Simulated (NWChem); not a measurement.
**CH4AlClFN (SMILES C[NH][Al]([F])[Cl]): levels of theory compared**

We compute a comparison of 4 runs (HF/def2-SVP, PBE/pcseg-1, PBE0/def2-SVP, wB97X/pcseg-1) of CH4AlClFN. 

Program for the calculation: NWChem 7.3.0.

### Step 1. Starting point

CH4AlClFN has 9 atoms, charge 0, and is taken as a singlet. As SMILES, `C[NH][Al]([F])[Cl]`. Geometry: relaxed at PBE0-D4/def2-TZVP. This is one conformer, not always the lowest.

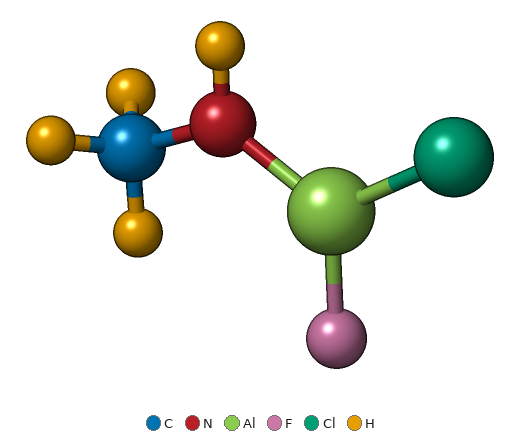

The structure, seen from a chosen angle (carbon blue, nitrogen red, aluminium green, fluorine pink, chlorine teal, hydrogen amber).

### Step 2. Energy and gradient at HF/def2-SVP (run 1)

mymol.nw

```
start mymol
title "CH4AlClFN gradient"
memory total 2200 mb
geometry units bohr noautosym nocenter noautoz
  C   -2.20776703  -0.93390265  -0.73774908
  N    0.33032413   0.07180959  -0.97585457
  Al   2.39125944   1.00420046   1.43014473
  F    1.49590720   0.77856716   4.39304632
  Cl   5.97229044   2.40033012   0.60244469
  H   -2.36782683  -2.83572302  -1.54012679
  H   -2.73027630  -1.06127019   1.25383328
  H   -3.61126662   0.27079775  -1.66768330
  H    0.89478532   0.21769645  -2.79036960
end
basis "ao basis" spherical bse
  C library def2-SVP
  N library def2-SVP
  Al library def2-SVP
  F library def2-SVP
  Cl library def2-SVP
  H library def2-SVP
end
scf
  thresh 1e-08
  maxiter 80
  print medium
end
task scf gradient
```

Command:

```bash
nwchem mymol.nw > mymol.out
```

Standard output:

```text
[...]
  functions       =    98
[...]
  wavefunction    = RHF
[...]
         Total SCF energy =   -895.317115853677
      One-electron energy =  -1775.521804610883
      Two-electron energy =    611.373229651254
 Nuclear repulsion energy =    268.831459105952
        Time for solution =     10.3s
[...]
                         RHF ENERGY GRADIENTS
    atom               coordinates                        gradient
                 x          y          z           x          y          z
   1 C      -2.207767  -0.933903  -0.737749    0.000528   0.000293   0.000705
   2 N       0.330324   0.071810  -0.975855   -0.001452  -0.000381   0.004379
   3 Al      2.391259   1.004200   1.430145    0.001950   0.000862   0.001970
   4 F       1.495907   0.778567   4.393046    0.000090  -0.000051  -0.002107
   5 Cl      5.972290   2.400330   0.602445   -0.003081  -0.001232   0.000018
   6 H      -2.367827  -2.835723  -1.540127    0.000234  -0.001348  -0.000408
   7 H      -2.730276  -1.061270   1.253833    0.000107   0.000078   0.001044
   8 H      -3.611267   0.270798  -1.667683   -0.000717   0.001076  -0.000472
   9 H       0.894785   0.217696  -2.790370    0.002342   0.000703  -0.005129
[...]
```

It took 17 s on 1 thread of Intel Xeon Platinum 8488C (Sapphire Rapids), shared host; peak memory 0.1 GiB.

### Step 3. Energy and gradient at PBE/pcseg-1 (run 2)

run.py

```python
from ase import Atoms
from ase.calculators.nwchem import NWChem

atoms = Atoms(['C', 'N', 'Al', 'F', 'Cl', 'H', 'H', 'H', 'H'], positions=[
    [-1.168300, -0.494200, -0.390400],
    [0.174800, 0.038000, -0.516400],
    [1.265400, 0.531400, 0.756800],
    [0.791600, 0.412000, 2.324700],
    [3.160400, 1.270200, 0.318800],
    [-1.253000, -1.500600, -0.815000],
    [-1.444800, -0.561600, 0.663500],
    [-1.911000, 0.143300, -0.882500],
    [0.473500, 0.115200, -1.476600],
])

calc = NWChem(
    label='mol',
    theory='dft',
    memory='2200 mb',
    basis='pcseg-1',
    basispar='spherical bse',
    dft={'xc': 'xpbe96 cpbe96', 'mult': '1', 'grid': 'fine', 'convergence': 'energy 1e-08', 'iterations': '100', 'mulliken': None},
)
atoms.calc = calc

forces = atoms.get_forces()
print("Total energy (eV):", round(atoms.get_potential_energy(), 6))
print("forces (eV/A):")
for s, f in zip(atoms.symbols, forces):
    print(f"{s:2s} {f[0]:10.5f} {f[1]:10.5f} {f[2]:10.5f}")
print("dipole (e A):", atoms.get_dipole_moment().round(4))
```

Command:

```bash
export ASE_NWCHEM_COMMAND="nwchem PREFIX.nwi > PREFIX.nwo"
python run.py
```

Standard output:

```text
Total energy (eV): -24416.966135
forces (eV/A):
C     0.04973    0.01676   -0.02057
N    -0.20281   -0.07713    0.10840
Al    0.39729    0.13318   -0.58405
F    -0.36582   -0.09487    1.15936
Cl    0.38932    0.15128   -0.10110
H    -0.04695   -0.39981   -0.16049
H    -0.11986   -0.03101    0.40551
H    -0.30653    0.24611   -0.18887
H     0.20559    0.05548   -0.61820
dipole (e A): [-0.3637 -0.1645 -0.4236]
```

The calculator wrote mol.nwi:

```
title "mol"

permanent_dir mol

scratch_dir mol

start mol

geometry units angstrom nocenter noautosym noautoz
  C  -1.1682999999999999e+00 -4.9419999999999997e-01 -3.9040000000000002e-01
  N  1.7480000000000001e-01 3.7999999999999999e-02 -5.1639999999999997e-01
  Al 1.2654000000000001e+00 5.3139999999999998e-01 7.5680000000000003e-01
  F  7.9159999999999997e-01 4.1199999999999998e-01 2.3247000000000000e+00
  Cl 3.1604000000000001e+00 1.2702000000000000e+00 3.1879999999999997e-01
  H  -1.2529999999999999e+00 -1.5005999999999999e+00 -8.1499999999999995e-01
  H  -1.4448000000000001e+00 -5.6159999999999999e-01 6.6349999999999998e-01
  H  -1.9110000000000000e+00 1.4330000000000001e-01 -8.8249999999999995e-01
  H  4.7349999999999998e-01 1.1520000000000000e-01 -1.4765999999999999e+00
end

memory 2200 mb

basis spherical bse noprint
   * library pcseg-1
end

dft
  xc xpbe96 cpbe96
  mult 1
  grid fine
  convergence energy 1e-08
  iterations 100
  mulliken
end

task dft gradient
```

mol.nwo, cut to the lines that bear on the results:

```text
[...]
         Total DFT energy =     -897.306962338603
[...]
  wavefunction    = closed shell
                         DFT ENERGY GRADIENTS
    atom               coordinates                        gradient
                 x          y          z           x          y          z
   1 C      -2.207767  -0.933903  -0.737749   -0.000967  -0.000326   0.000400
   2 N       0.330324   0.071810  -0.975855    0.003944   0.001500  -0.002108
   3 Al      2.391259   1.004200   1.430145   -0.007726  -0.002590   0.011358
[... 5 lines of this table left out ...]
   9 H       0.894785   0.217696  -2.790369   -0.003998  -0.001079   0.012022
[...]
```

Run time: 32 s. Hardware: 1 thread of Intel Xeon Platinum 8488C (Sapphire Rapids), shared host; peak memory 0.12 GiB.

Run 3 isn't shown in full; the table further down has it.

### Step 4. Energy and gradient at wB97X/pcseg-1 (run 4)

ch4alclfn.nw

```
START ch4alclfn
TITLE "CH4AlClFN"
memory 2200 mb
charge 0
GEOMETRY units angstroms noautosym nocenter noautoz
   C       -1.168300      -0.494200      -0.390400
   N        0.174800       0.038000      -0.516400
   Al       1.265400       0.531400       0.756800
   F        0.791600       0.412000       2.324700
   Cl       3.160400       1.270200       0.318800
   H       -1.253000      -1.500600      -0.815000
   H       -1.444800      -0.561600       0.663500
   H       -1.911000       0.143300      -0.882500
   H        0.473500       0.115200      -1.476600
END
BASIS spherical bse
   * library pcseg-1
END
DFT
   xc wb97x
   grid fine
   convergence energy 1e-08
   maxiter 100
   mulliken
   noprint "final vectors analysis"
END
TASK dft gradient
```

Command:

```bash
nwchem ch4alclfn.nw > ch4alclfn.out
```

Standard output:

```text
[...]
          Wavefunction type:  closed shell.
          No. of atoms     :     9
          No. of electrons :    56
[...]
          Charge           :     0
          Spin multiplicity:     1
[...]
          AO basis - number of functions:    98
[...]
              XC Information
              --------------
                       wb97x  Method XC Functional
                     Hartree-Fock (Exact) Exchange  1.000
                         wb97x Exchange Functional  1.000
                      wb97x Correlation Functional  1.000
[...]
 d= 0,ls=0.0,diis     1   -897.7132337218 -1.17D+03  9.14D-03  7.78D-01     5.0
[...]
 d= 0,ls=0.0,diis    11   -897.7947578690 -1.27D-09  1.09D-07  1.44D-10    56.8
         Total DFT energy =     -897.794757868968
      One electron energy =    -1775.981312289193
           Coulomb energy =      680.669251389151
    Exchange-Corr. energy =      -71.314175225792
 Nuclear repulsion energy =      268.831478256866
[...]
      Total Density - Mulliken Population Analysis
     ---------------------------------------------
    Atom       Charge   Shell Charges
 -----------   ------   -------------------------------------------------------
    1 C    6     6.01   1.99  0.72  0.35  2.12  0.79  0.05
    2 N    7     7.73   1.99  0.79  0.70  2.52  1.70  0.01
    3 Al  13    11.89   2.00  1.99  0.57  0.00  5.99  1.02  0.06  0.27
    4 F    9     9.51   2.00  0.94  1.00  3.44  2.13  0.01
    5 Cl  17    17.34   2.00  1.99  1.22  0.71  5.99  3.89  1.52  0.02
    6 H    1     0.90   0.78  0.11  0.02
    7 H    1     0.90   0.77  0.11  0.02
    8 H    1     0.90   0.78  0.11  0.02
    9 H    1     0.81   0.73  0.05  0.04
[...]
  wavefunction    = closed shell
[...]
                         DFT ENERGY GRADIENTS
    atom               coordinates                        gradient
                 x          y          z           x          y          z
   1 C      -2.207767  -0.933903  -0.737749    0.001661   0.000748   0.000956
   2 N       0.330324   0.071810  -0.975855   -0.000247  -0.000163  -0.001677
   3 Al      2.391259   1.004200   1.430145   -0.005167  -0.001581   0.011035
   4 F       1.495907   0.778567   4.393046    0.004288   0.001093  -0.014096
   5 Cl      5.972290   2.400330   0.602445   -0.001487  -0.000585   0.000240
   6 H      -2.367827  -2.835723  -1.540127   -0.000078   0.002055   0.000741
   7 H      -2.730276  -1.061270   1.253833    0.000665   0.000144  -0.002860
   8 H      -3.611266   0.270798  -1.667683    0.001367  -0.001511   0.000923
   9 H       0.894785   0.217696  -2.790369   -0.001003  -0.000200   0.004737
[...]
```

Wall time 79 s (1 thread of Intel Xeon Platinum 8488C (Sapphire Rapids), shared host); peak memory 0.12 GiB.

### Step 5. All runs side by side

| run | level | iteration cap | module | energy (Eh) | dipole moment (D) | largest force (eV/Å) | wall time |
| --- | --- | --- | --- | --- | --- | --- | --- |
| 1 | HF/def2-SVP | 80 | scf | -895.317116 | 2.59 | 0.292 | 17 s |
| 2 | PBE/pcseg-1 | 100 | dft | -897.306962 | 2.80 | 1.219 | 32 s |
| 3 | PBE0/def2-SVP | 100 | dft | -897.070561 | 2.57 | 0.550 | 24 s |
| 4 | wB97X/pcseg-1 | 100 | dft | -897.794758 | 2.77 | 0.760 | 79 s |

### Step 6. Summary of results

| quantity | value |
| --- | --- |
| run 4: total energy | -897.79476 Eh |
| run 4: dipole moment | 2.77 D |
| run 4: largest force on an atom | 0.760 eV/Å |

**Reading.** The dipole moment (its size) runs from 2.57 D (PBE0/def2-SVP) to 2.80 D (PBE/pcseg-1). The two ends differ in method and basis. Totals of different functionals can't be ranked against each other. All runs together took 2.5 min, the longest 79 s.
